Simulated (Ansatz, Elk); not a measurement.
# How far do independent atoms describe HfB4W?

The structure of HfB4W used here is made up (a known structure type with other elements) and was relaxed beforehand with PBEsol. The aim is the Fourier transform of its all-electron density, F(hkl), set beside the sum over free spherical atoms that refinements use.

Main program and level: Elk 11.2.3 (patched build); DFT, PBE, all-electron APW+lo, Dirac cores, scalar-relativistic bands, static density, no spin.

The structure was built from a prototype and need not be the compound's stable phase.

## (1) The starting structure

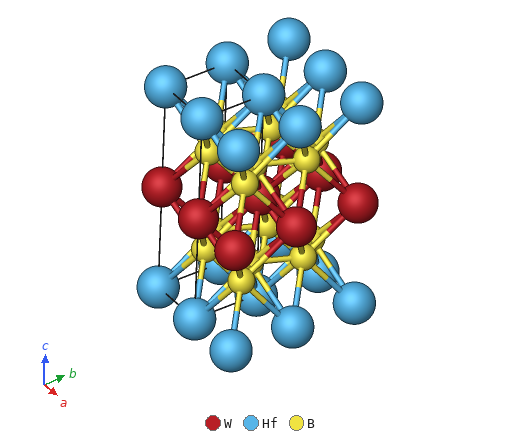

Start, viewed slightly off an axis; tungsten red, hafnium blue, boron yellow. 2×2×1 cells are drawn. Some periodic images of atoms are drawn too.

## (2) Ground state and structure factors

An all-electron density is needed, since X-rays see the cores too. Task 0 finds the density and task 195 Fourier-transforms it; tshift is off so that phases refer to the origin typed.

elk.in reads:

```
tasks
  0
  195

xctype
  20

spinpol
  .false.

rgkmax
  7.0

gmaxvr
  14.0

lmaxo
  7

lmaxapw
  8

swidth
  0.002

tshift
  .false.

ramdisk
  .false.

hmaxvr
  5.5

maxscl
  120

epspot
  1e-06

sppath
  './'

avec
  5.84426849539 0.00000000000 0.00000000000
  -2.92213424770 5.06128498355 -0.00000000000
  0.00000000000 -0.00000000000 12.51435882471

atoms
  3
  'W.in'
  1
  0.0000000000 0.0000000000 0.5000000000   0.000000 0.000000 0.000000
  'Hf.in'
  1
  0.0000000000 0.0000000000 0.0000000000   0.000000 0.000000 0.000000
  'B.in'
  4
  0.6666666667 0.3333333333 0.2567787765   0.000000 0.000000 0.000000
  0.6666666667 0.3333333333 0.7432212235   0.000000 0.000000 0.000000
  0.3333333333 0.6666666667 0.2567787765   0.000000 0.000000 0.000000
  0.3333333333 0.6666666667 0.7432212235   0.000000 0.000000 0.000000

ngridk
  8 8 4
```

On the command line:

```bash
> OMP_NUM_THREADS=4 elk
```

Numbers of over 12 decimals in the logs are rounded to 6 here.

What it wrote:

```text
┌─────────────────────────┐
│ Elk code version 11.2.3 │
└─────────────────────────┘

All units are atomic (Hartree, Bohr, etc.)

┌─────────────────────────────────────────────────┐
│ Ground-state run starting from atomic densities │
└─────────────────────────────────────────────────┘

Lattice vectors :
   5.844268495       0.000000000       0.000000000
  -2.922134248       5.061284984      -0.000000000
   0.000000000      -0.000000000       12.51435882

Reciprocal lattice vectors :
   1.075102096      0.6207104844       0.000000000
  -0.000000000       1.241420969       0.000000000
  -0.000000000       0.000000000      0.5020780845

Unit cell volume      :    370.1685817
Brillouin zone volume :   0.6701006669

Muffin-tin inner radius fraction :   0.1000000000E-01

Nuclei treated as point charges

Species : 1 (W)
 parameters loaded from : W.in
 name : tungsten
 nuclear charge    :   -74.00000000
 electronic charge :    74.00000000
 atomic mass :    335119.8193
 muffin-tin radius :    2.800000000
 number of radial points in muffin-tin :   1393
 inner part over the whole radius :   0.9904299836E-02
 number on inner part of muffin-tin    :    999
 approximate nuclear radius :   0.1010025921E-03
 number of mesh points to nuclear radius :    520
 atomic positions (lattice), magnetic fields (Cartesian) :
  1 :   0.00000000  0.00000000  0.50000000    0.00000000  0.00000000  0.00000000

Species : 2 (Hf)
 parameters loaded from : Hf.in
 name : hafnium
 nuclear charge    :   -72.00000000
 electronic charge :    72.00000000
 atomic mass :    325367.3659
 muffin-tin radius :    2.800000000
 number of radial points in muffin-tin :   1393
 inner part over the whole radius :   0.9942779402E-02
 number on inner part of muffin-tin    :    999
 approximate nuclear radius :   0.1000320365E-03
 number of mesh points to nuclear radius :    518
 atomic positions (lattice), magnetic fields (Cartesian) :
  1 :   0.00000000  0.00000000  0.00000000    0.00000000  0.00000000  0.00000000

Species : 3 (B)
 parameters loaded from : B.in
 name : boron
 nuclear charge    :   -5.000000000
 electronic charge :    5.000000000
 atomic mass :    19707.24742
 muffin-tin radius :    1.662094994
 number of radial points in muffin-tin :    593
 inner part over the whole radius :   0.9966529884E-02
 number on inner part of muffin-tin    :    404
 approximate nuclear radius :   0.4534157419E-04
 number of mesh points to nuclear radius :    162
 atomic positions (lattice), magnetic fields (Cartesian) :
  1 :  -0.33333333  0.33333333  0.25677878    0.00000000  0.00000000  0.00000000
  2 :  -0.33333333  0.33333333 -0.25677878    0.00000000  0.00000000  0.00000000
  3 :   0.33333333 -0.33333333  0.25677878    0.00000000  0.00000000  0.00000000
  4 :   0.33333333 -0.33333333 -0.25677878    0.00000000  0.00000000  0.00000000

Total number of atoms per unit cell :    6
Total muffin-tin volume :    260.8382576
 ratio of muffin-tin to unit cell volume :   0.7046472081

Spin treatment :
 spin-unpolarised

Number of Bravais lattice symmetries :   24
Number of crystal symmetries         :   24
Crystal has inversion symmetry
Real symmetric eigensolver will be used

k-point grid :      8     8     4
k-point offset :    0.000000000       0.000000000       0.000000000
k-point set is reduced with full crystal symmetry group
Total number of k-points :       30

Muffin-tin radius times maximum |G+k| :    7.000000000
 using average radius
Maximum |G+k| for APW functions       :    3.429024906
Maximum (1/2)|G+k|²                   :    5.879105903
Maximum |G| for potential and density :    14.00000000
Constant for pseudocharge density :   10
 order of it for each species :   17  17  17
 order of it for pair densities of each species (exact exchange by exxq0 0: 18) :   17  17   5
Radial integration step length :    1

G-vector grid sizes :     27    27    56
Number of G-vectors :    17089

Maximum angular momentum used for
 APW functions            :    8
 outer part of muffin-tin :    7
[...]
exchange                    :     -641.53275175396
 correlation                 :     -9.594111
 electron entropic           :    -0.69314401155515E-03
 total energy                :     -31367.579167874

Density of states at Fermi energy :    53.50883824
 (states/Hartree/unit cell)

Estimated indirect band gap :   0.3999658335E-02
 from k-point 21 to k-point 20
Estimated direct band gap   :   0.2486251438E-01
 at k-point 22

Charges :
 core                        :    100.0000000
 valence                     :    66.00000000
 interstitial                :    6.442470642
 muffin-tins (core leakage)
  species : 1 (W)
[...]
species : 2 (Hf)
[...]
species : 3 (B)
[...]
total in muffin-tins        :    159.5575294
 total calculated charge     :    165.9963212
 total charge                :    166.0000000
 error                       :   0.3678810202E-02

RMS change in Kohn-Sham potential (target) :    3.812725387     (  0.1000000000E-05)
Absolute change in total energy (target)   :    3.280723615     (  0.1000000000E-03)

[... loops 3 to 16 left out ...]

┌──────────────────┐
│ Loop number : 17 │
└──────────────────┘

Energies :
 Fermi                       :     0.510499
 sum of occupied eigenvalues :     -19158.221394007
 electron kinetic            :      35202.427487508
 core electron kinetic       :      34010.750961036
 Coulomb                     :     -65914.023774944
 Coulomb potential           :     -53508.181278311
 nuclear-nuclear             :     -2874.1830938296
 electron-nuclear            :     -72629.933558865
 Hartree                     :      9590.0928777508
 Madelung                    :     -39159.933135789
 xc potential                :     -852.46760320463
 exchange                    :     -642.26735541091
 correlation                 :     -9.625225
 electron entropic           :    -0.82576442216911E-03
 total energy                :     -31363.489693656

Density of states at Fermi energy :    66.05798388
 (states/Hartree/unit cell)

Estimated indirect band gap :   0.8947046905E-03
 from k-point 24 to k-point 6
Estimated direct band gap   :   0.5736729200E-02
 at k-point 12

Charges :
 core                        :    100.0000000
 valence                     :    66.00000000
 interstitial                :    6.107370125
 muffin-tins (core leakage)
  species : 1 (W)
[...]
species : 2 (Hf)
[...]
species : 3 (B)
[...]
total in muffin-tins        :    159.8926299
 total calculated charge     :    165.9968192
 total charge                :    166.0000000
 error                       :   0.3180793719E-02

RMS change in Kohn-Sham potential (target) :   0.5244171118E-06 (  0.1000000000E-05)
Absolute change in total energy (target)   :   0.2131047222E-04 (  0.1000000000E-03)

Convergence targets achieved

┌──────────────────┐
│ Loop number : 18 │
└──────────────────┘

Energies :
 Fermi                       :     0.510499
 sum of occupied eigenvalues :     -19158.221395603
 electron kinetic            :      35202.427493974
 core electron kinetic       :      34010.750961037
 Coulomb                     :     -65914.023784279
 Coulomb potential           :     -53508.181267601
 nuclear-nuclear             :     -2874.1830938296
 electron-nuclear            :     -72629.933588146
 Hartree                     :      9590.0928976961
 Madelung                    :     -39159.933150479
 xc potential                :     -852.46762197638
 exchange                    :     -642.26735583967
 correlation                 :     -9.625225
 electron entropic           :    -0.82576450255820E-03
 total energy                :     -31363.489696960

Density of states at Fermi energy :    66.05798836
 (states/Hartree/unit cell)

Estimated indirect band gap :   0.8946869552E-03
 from k-point 24 to k-point 6
Estimated direct band gap   :   0.5736721521E-02
 at k-point 12

Charges :
 core                        :    100.0000000
 valence                     :    66.00000000
 interstitial                :    6.107369958
 muffin-tins (core leakage)
  species : 1 (W)
[...]
species : 2 (Hf)
[...]
species : 3 (B)
[...]
atom 2                    :    3.787204155     (  0.1813494305E-03)
   atom 3                    :    3.787204155     (  0.1813494305E-03)
   atom 4                    :    3.787204155     (  0.1813494305E-03)
 total in muffin-tins        :    159.8926300
 total calculated charge     :    165.9968192
 total charge                :    166.0000000
 error                       :   0.3180793662E-02

┌──────────────────────────────┐
│ Self-consistent loop stopped │
└──────────────────────────────┘

Warning : core states of species 3 leak from the muffin-tin :   0.1813494305E-03

Wrote STATE.OUT
```

The job ended after 18 s (4 threads of AMD EPYC 9B45 (Zen 5), shared host; peak memory 0.21 GiB; 59 s of CPU time).

SFACRHO.OUT:

```text

h k l indices transformed by vhmat matrix:
   1.000000000       0.000000000       0.000000000    
   0.000000000       1.000000000       0.000000000    
   0.000000000       0.000000000       1.000000000    

      h      k      l  multipl.   |H|            Re(F)            Im(F)           |F|

      0      0      0      1   0.0000000       166.00000      0.18709036E-17   166.00000    
      0      0     -1      2  0.50207808      -2.7155425      0.20548484E-13   2.7155425    
      0      0      2      2   1.0041562       116.30884      0.41337771E-13   116.30884    
     -1      1      0      6   1.2414210       118.78280     -0.12200662E-13   118.78280    
     -1      1      1     12   1.3391073      -1.4404773     -0.65819363E-14   1.4404773    
      0      0     -3      2   1.5062343     -0.33837455      0.84441427E-13  0.33837455    
      0     -1      2     12   1.5967015       122.34632      0.39812688E-13   122.34632    
     -1      0      3     12   1.9518882      -1.9028801     -0.70635414E-13   1.9028801    
      0      0     -4      2   2.0083123       116.97608     -0.71036752E-13   116.97608    
     -2      1      0      6   2.1502042       113.79759     -0.25601149E-12   113.79759    
      2     -1     -1     12   2.2080445      -1.7982817      0.12521733E-13   1.7982817    
     -1      0      4     12   2.3610261       98.790497      0.58755822E-13   98.790497    
      2     -1     -2     12   2.3731219       95.081146     -0.26275571E-12   95.081146    
      2     -2      0      6   2.4828419       96.756401     -0.34675567E-13   96.756401    
      0      0     -5      2   2.5103904      -3.0054607      0.58755822E-13   3.0054607    
      2     -2     -1     12   2.5330982      -1.4151839      0.44949809E-14   1.4151839    
      1     -2      3     12   2.6252847     -0.71198683     -0.61966522E-13  0.71198683    
      2      0      2     12   2.6782146       99.708591      0.62929733E-13   99.708591
```

Elk indexes on the primitive cell of elk.in and gives |H| = 4π sin θ/λ in inverse bohr. Below, one row stands for each form hkl of the conventional cell (m members, Friedel mates merged), F is for one primitive cell and the density is static (no thermal factor). Free-atom factors are Waasmaier and Kirfel's, and R is Σm||F|−|F'||/Σm|F|.

```
hkl   m  sin θ/λ (Å⁻¹)  abs F, DFT  neutral atoms   diff.
001   2          0.075       2.716          2.809  -0.094
002   2          0.151     116.309        117.144  -0.835
100   6          0.187     118.783        119.524  -0.741
101  12          0.201       1.440          1.398  +0.043
003   2          0.227       0.338          0.307  +0.031
102  12          0.240     122.346        122.456  -0.110
103  12          0.293       1.903          2.002  -0.099
004   2          0.302     116.976        117.161  -0.185
110   6          0.323     113.798        114.098  -0.300
111  12          0.332       1.798          1.808  -0.009
104  12          0.355      98.790         98.937  -0.146
112  12          0.357      95.081         95.133  -0.052
200   6          0.373      96.756         96.670  +0.086
005   2          0.378       3.006          2.956  +0.049
201  12          0.381       1.415          1.350  +0.065
113  12          0.395       0.712          0.635  +0.077
202  12          0.403      99.709         99.897  -0.188
105  12          0.421       0.874          0.801  +0.073
```

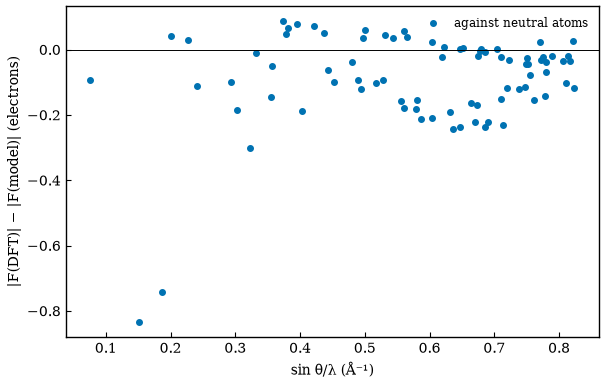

Difference between the calculated structure factors and the independent-atom ones.

## (3) The highest occupied states alone

An energy window below the Fermi level keeps the highest occupied states, to see at which angles they scatter; shallow core shells can lie inside it and anion s states outside. No new self-consistency is needed.

elk.in, as its differences from that of step 2:

```diff
@@ -1,3 +1,2 @@
 tasks
-  0
   195
@@ -40,2 +39,5 @@
 
+wsfac
+  -0.040740 0.810500
+
 sppath
```

On the command line:

```bash
> OMP_NUM_THREADS=4 elk
```

What it wrote:

```text
┌─────────────────────────────────┐
│ Elk code version 11.2.3 started │
└─────────────────────────────────┘

Info(readinput): the functional depends on the density's gradient
 muffin-tin radial points multiplied by    2.00000
 (not where nrmtscf is given)

┌────────────────────┐
│ Current task : 195 │
└────────────────────┘
Info(checkmt): changed muffin-tin radius of species 3 (B) from   1.8000 to   1.6621

Info(sfacrho): density structure factors written to SFACRHO.OUT

 Energy window :  -0.4074000000E-01  0.8105000000

┌──────────────────┐
│ Elk code stopped │
└──────────────────┘
```

Run time: 3.8 s. Hardware: 4 threads; peak memory 0.16 GiB; 7.1 s of CPU time.

States within 15 eV below the Fermi level hold 35.99 electrons; any levels below the window count with the cores. Their amplitudes can exceed the total, where window and core parts have opposite phase:

```
hkl  sin θ/λ (Å⁻¹)  abs F, window  abs F, all
001          0.075         11.474       2.716
002          0.151          9.439     116.309
100          0.187         11.273     118.783
101          0.201         11.160       1.440
003          0.227         11.131       0.338
102          0.240         12.734     122.346
103          0.293          9.880       1.903
004          0.302         10.626     116.976
110          0.323          9.681     113.798
111          0.332          9.098       1.798
```

## (4) Another functional

The difference from free atoms is small, so it is set against the change that LDA (Perdew-Wang) makes.

elk.in, as its differences from that of step 3:

```diff
@@ -1,2 +1,3 @@
 tasks
+  0
   195
@@ -4,3 +5,3 @@
 xctype
-  20
+  3
 
@@ -39,5 +40,2 @@
 
-wsfac
-  -0.040740 0.810500
-
 sppath
```

On the command line:

```bash
> OMP_NUM_THREADS=4 elk
```

What it wrote:

```text
┌─────────────────────────┐
│ Elk code version 11.2.3 │
└─────────────────────────┘

All units are atomic (Hartree, Bohr, etc.)

┌─────────────────────────────────────────────────┐
│ Ground-state run starting from atomic densities │
└─────────────────────────────────────────────────┘

Lattice vectors :
   5.844268495       0.000000000       0.000000000
  -2.922134248       5.061284984      -0.000000000
   0.000000000      -0.000000000       12.51435882

Reciprocal lattice vectors :
   1.075102096      0.6207104844       0.000000000
[...]
species : 1 (W)
[...]
species : 2 (Hf)
[...]
species : 3 (B)
[...]
atom 3                    :    3.786989555     (  0.1936343009E-03)
   atom 4                    :    3.786989555     (  0.1936343009E-03)
 total in muffin-tins        :    159.9508478
 total calculated charge     :    165.9967559
 total charge                :    166.0000000
 error                       :   0.3244075241E-02

┌──────────────────────────────┐
│ Self-consistent loop stopped │
└──────────────────────────────┘

Warning : core states of species 3 leak from the muffin-tin :   0.1936343009E-03

Wrote STATE.OUT
[key lines of the parts left out:]
total energy                :     -31344.180984660
```

Wall time 11 s (4 threads); peak memory 0.16 GiB; 34 s of CPU time.

Against the first run R = 0.03 %; the largest change is -0.047 at 308.

## (5) Basis size

The basis and the expansions that go with it are enlarged, to see whether the differences are converged.

elk.in, as its differences from that of step 4:

```diff
@@ -5,3 +5,3 @@
 xctype
-  3
+  20
 
@@ -11,12 +11,12 @@
 rgkmax
-  7.0
+  8.5
 
 gmaxvr
-  14.0
+  18.0
 
 lmaxo
-  7
+  9
 
 lmaxapw
-  8
+  10
```

On the command line:

```bash
> OMP_NUM_THREADS=4 elk
```

What it wrote:

```text
┌─────────────────────────┐
│ Elk code version 11.2.3 │
└─────────────────────────┘

All units are atomic (Hartree, Bohr, etc.)

┌─────────────────────────────────────────────────┐
│ Ground-state run starting from atomic densities │
└─────────────────────────────────────────────────┘

Lattice vectors :
   5.844268495       0.000000000       0.000000000
  -2.922134248       5.061284984      -0.000000000
   0.000000000      -0.000000000       12.51435882

Reciprocal lattice vectors :
   1.075102096      0.6207104844       0.000000000
[...]
species : 1 (W)
[...]
species : 2 (Hf)
[...]
species : 3 (B)
[...]
atom 3                    :    3.788664543     (  0.1814045038E-03)
   atom 4                    :    3.788664543     (  0.1814045038E-03)
 total in muffin-tins        :    159.8992725
 total calculated charge     :    165.9992039
 total charge                :    166.0000000
 error                       :   0.7961004377E-03

┌──────────────────────────────┐
│ Self-consistent loop stopped │
└──────────────────────────────┘

Warning : core states of species 3 leak from the muffin-tin :   0.1814045038E-03

Wrote STATE.OUT
[key lines of the parts left out:]
total energy                :     -31363.489968218
```

Elapsed: 34 s, on 4 threads; peak memory 0.36 GiB; 1.7 min of CPU time.

Against the first run R = 0.00 %; the largest change is -0.023 at 006.

## (6) Settings against the effect

| run | R against the first run (%) | R against neutral atoms, low angle (%) | wall time |
| --- | --- | --- | --- |
| PBE, rgkmax 7 | 0.00 | 0.38 | 18 s |
| LDA (Perdew-Wang) | 0.03 | 0.36 | 11 s |
| rgkmax 8.5 with larger expansions | 0.00 | 0.38 | 34 s |

## (7) Summary of results

```json
{
  "R against neutral atoms, sin θ/λ < 0.3 Å⁻¹": "0.38 %",
  "R against neutral atoms, 0.3 to 0.82 Å⁻¹": "0.22 %"
}
```

What this shows: Independent neutral atoms miss the calculated amplitudes by R = 0.38 % below 0.3 Å⁻¹ and 0.22 % from there to 0.82 Å⁻¹; by shells, 3.45 % below 0.15 Å⁻¹ (1 form), 0.37 % 0.15 to 0.3 (6 forms), 0.18 % 0.3 to 0.45 (13 forms), 0.23 % above 0.45 (61 forms). Bonding, aspherical density and the tables' own atoms all enter these figures, and the runs don't part them. The largest change of an amplitude is -0.84 electrons, at 002. The window's part falls from 36.0 electrons at the origin to at most 6.67 between 0.45 and 0.82 Å⁻¹, where compact states inside the window still scatter. The window holds more than the 22 outer electrons of the free atoms, so shallow core shells lie inside it. Below 0.3 Å⁻¹ the changes that finished (LDA (Perdew-Wang) and rgkmax 8.5 with larger expansions) move F by R = 0.02 % at most, against the 0.38 % that separates it from free atoms. The k-mesh has no finished test. These runs have no spin, though d or f shells may be open. Spin-orbit coupling is left out, which can matter for elements this heavy. Part of the difference isn't bonding: the tables are fits to free atoms and ions calculated by other methods than this functional. Thermal motion, anomalous dispersion and extinction are left out.

[Logs are printed without paths, hosts, clocks, repeated set-up lines and the standing remarks that a program may print on its own settings, such as how far it seeks lower states.]

[Hosts, paths, dates, database ids (printed as entryN), source tags and the programs' standing remarks are cut or masked in the printed files.]
